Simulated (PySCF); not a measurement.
# C5H6BCl2F (SMILES FC1=C(CCB(Cl)Cl)C1): what the fields show

The calculation's input:

```
{"job": {"kind": "nmr", "xc": "PBE0", "basis": "pcSseg-1"}, "charge": 0, "multiplicity": 1}
F     -2.338103    -0.296358     2.069177
C     -2.028368    -0.242192     0.783983
C     -1.154457    -0.077450    -0.156037
C      0.208260     0.177032    -0.643598
C      1.239149     0.046933     0.487469
B      2.748564     0.313623     0.071035
Cl     4.008533     0.093528     1.220645
Cl     3.168137     0.822963    -1.513139
C     -2.594418    -0.362931    -0.585345
H      0.251305     1.180869    -1.076531
H      0.436488    -0.526850    -1.448107
H      1.148464    -0.950188     0.928303
H      0.956816     0.732008     1.292926
H     -3.202311     0.438071    -0.991929
H     -2.852472    -1.341069    -0.977729
```

Run with:

```sh
OMP_NUM_THREADS=1 python probes_run.py task.json out
```

Geometry: GFN2-xTB.

Method: PBE0/pcSseg-1, SCF density, gas phase, non-relativistic in PySCF 2.14.0.

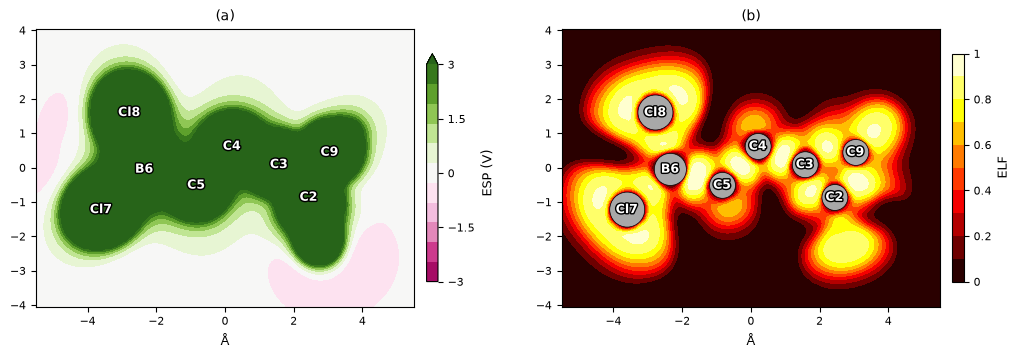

Figure 1. (a) molecular electrostatic potential; (b) ELF on the plane of atoms C4, C5 and B6. Grey discs cover the atomic cores in the ELF map.

What does the map show?

Answer.
- Atoms in the plane: C, B and Cl.
- C–C (1.29 Å): the ELF peaks at about 0.80 between the atoms; a short, multiple covalent bond.
- C–B (1.59 Å): the ELF peaks at about 1 between the atoms, as expected for a shared electron pair.
- B–Cl (1.72 Å): the ELF peaks at about 0.90 between the atoms; a shared but strongly polarised pair.
- C–C (1.47 Å): the ELF peaks at about 0.95 between the atoms; localised, covalent bonding.
- The ELF also peaks beside F1, Cl7 and Cl8, away from the bonds: lone-pair regions.
- Outside the dense part of the molecule the potential is most negative (−0.6 V) near F1, which lies off the plane.

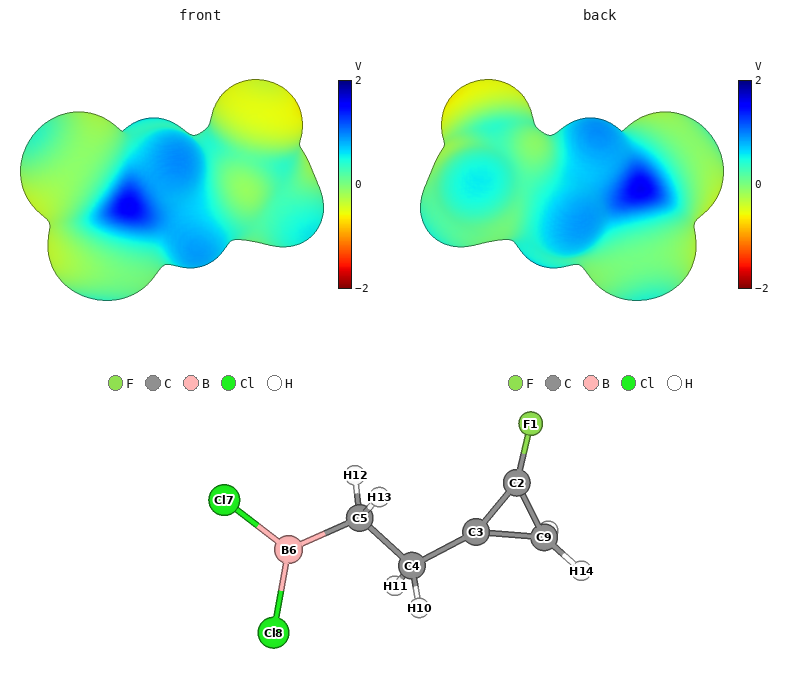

Figure 2. The molecular electrostatic potential painted on the density surface at 0.002 e/bohr³, seen from the front and from behind; red is negative and blue positive. The bare structure is drawn below in the same view.

Which sites attract a positive test charge, and which a negative one?

Answer. A positive charge is drawn to the negative regions and a negative charge to the positive ones. The most negative region (about −0.6 V, or −14 kcal/mol for a unit charge) lies over F1, the most positive (about +1.5 V, or +35 kcal/mol for a unit charge) over B6. Cl7 shows a σ-hole: about +0.3 V, or +7 kcal/mol for a unit charge at the tip opposite its bond, against about −0.1 V on its flanks. Cl8 shows a σ-hole: about +0.4 V, or +9 kcal/mol for a unit charge at the tip opposite its bond, against about 0.0 V on its flanks.

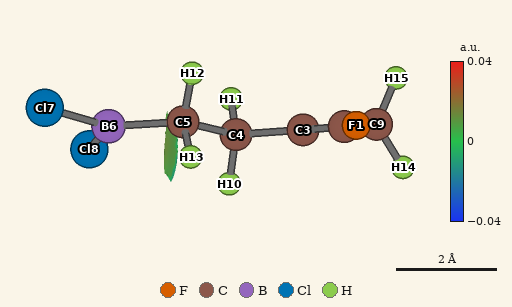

Figure 3. Non-covalent interaction (NCI) plot: the surface where the reduced density gradient is 0.5, for densities under 0.05 a.u., coloured by sign(λ₂)ρ; seen from one side.

Which non-covalent interactions does the plot reveal?

Answer. Between C4 and H10 on one side and Cl8 and B6 on the other: a weak contact, attractive (blue-green) on one side and crowded (olive to red) on the other.
